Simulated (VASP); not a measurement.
Band structure of Mg2Pt (space group I4/mcm). All values below come from LDA (Ceperley-Alder, Perdew-Zunger), VASP's LDA PAW potentials (set 64) (plane waves; VASP).

Unless said otherwise, spin-orbit coupling is left out, though it shifts the bands of the heavy elements here.

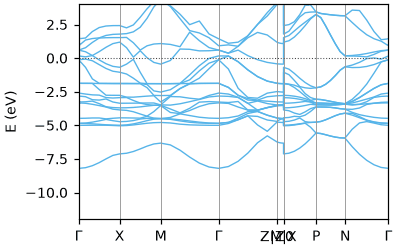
Bands along high-symmetry lines, zero at the valence-band maximum or, without a gap, the Fermi level

Read the plot: is there a gap, and where are the band edges?

It has no gap at this level: it comes out as a metal or semimetal.

The structure comes from a computed database's Mg2Pt entry (I4/mcm); how it stands against other phases isn't given here. The cell was not relaxed at this level.
